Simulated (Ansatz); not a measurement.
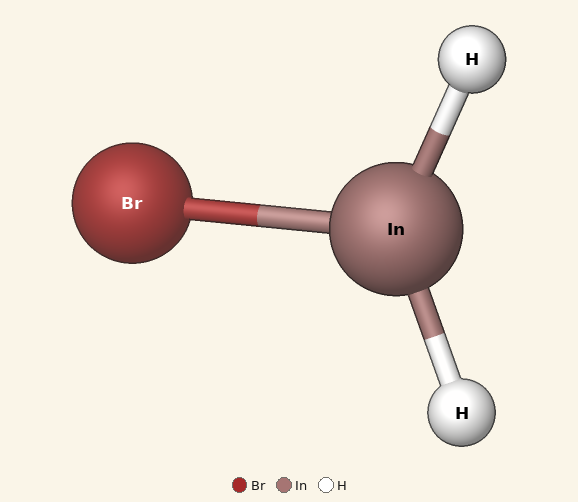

The computed structure is the end point of a PBE0-D4/def2-TZVP optimisation. Program: Ansatz 0.2.0.

Tabulate HOMO–LUMO gap (eV) at these levels: HSE06 (plane-wave form)-D4/def2-TZVPP; PBE-D4/def2-TZVPP; PBE0-D4/def2-SVP; PBE0-D4/def2-TZVPP; SPW92 (LDA)/def2-TZVPP; ωB97M-V/def2-QZVPP; ωB97M-V/def2-SVP.

| level | HOMO–LUMO gap (eV) |
| --- | --- |
| HSE06 (plane-wave form)-D4/def2-TZVPP | 5.04 |
| PBE-D4/def2-TZVPP | 3.86 |
| PBE0-D4/def2-SVP | 5.75 |
| PBE0-D4/def2-TZVPP | 5.80 |
| SPW92 (LDA)/def2-TZVPP | 3.72 |
| ωB97M-V/def2-QZVPP | 9.49 |
| ωB97M-V/def2-SVP | 9.49 |
